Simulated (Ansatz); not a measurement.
NOSi2 (charge +1)

The calculation's input:

```
crystal:
  periodic: [false, false, false]
  atoms:
    - {symbol: N, position_ang: [0.433082, -2.238241, 1.225315]}
    - {symbol: O, position_ang: [-0.460367, -1.701703, 2.523742]}
    - {symbol: Si, position_ang: [-1.077826, -3.086058, 1.506063]}
    - {symbol: Si, position_ang: [0.640535, -0.545104, 1.638358]}
basis:
  gaussian:
    orbitals: def2-TZVPD
total_charge: 1
magnetization:
  spin_polarized: false
  initial_magnetization: 0
hamiltonian:
  xc: {name: PBE0}
output: {forces: true, orbitals: {seedname: orbitals}}
```

Command:

```sh
ansatz run input.yaml --threads 1 --pin off --max-ram 2610MiB --events-out events.jsonl --progress --plain --runs-dir runs
```

Geometry: PBE0-D3(BJ)/def2-SVP.

The calculation used Ansatz, isolated molecule in a Gaussian basis; Kohn-Sham density functional theory, functional PBE0.

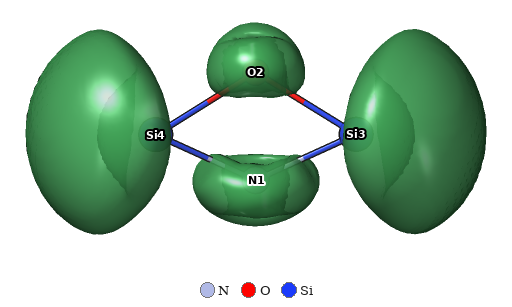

Figure 1. Isosurface of the ELF at 0.8 (green), seen across its widest extent. Core shells and regions of very low density are left out.

**Describe the localisation domains.**

The ELF exceeds this value in two lobes on Si, pointing away from the bonds (lone pairs), one region wrapped around N (its valence shell) and one region wrapped around O (its lone pairs, merged into a ring or cap). Profiles from the grid: Si–N (1.76 Å): the ELF peaks at about 0.90 between the atoms; a polar covalent bond. Si–O (1.83 Å): the ELF peaks at about 0.80 between the atoms, as expected for a shared but strongly polarised pair.

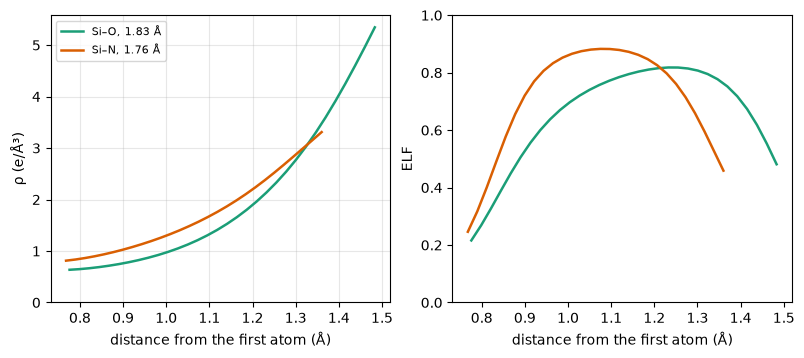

Figure 2. Total electron density and electron localisation function along straight lines between neighbouring atoms. The curves leave out the atomic cores.

**What kind of bonding do the profiles show?**

Si–O (1.83 Å): ρ is about 0.78 e/Å³ halfway; the ELF peaks at about 0.80 between the atoms (a shared but strongly polarised pair).
Si–N (1.76 Å): ρ at the midpoint is about 0.98 e/Å³; the ELF peaks at about 0.90 between the atoms, as expected for a polar covalent bond.

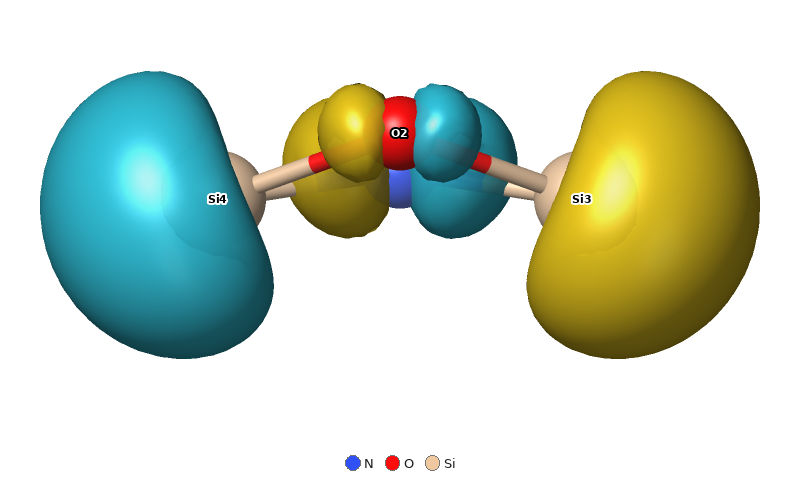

Figure 3. The HOMO−1 at ±0.15 Å⁻³ᐟ² (yellow and cyan are the two phases), seen from one side.

**What is the character of this orbital?**

It lies mainly on Si4 (about 40 %), Si3 (about 40 %) and N1 (about 10 %). Its energy is −13.96 eV.
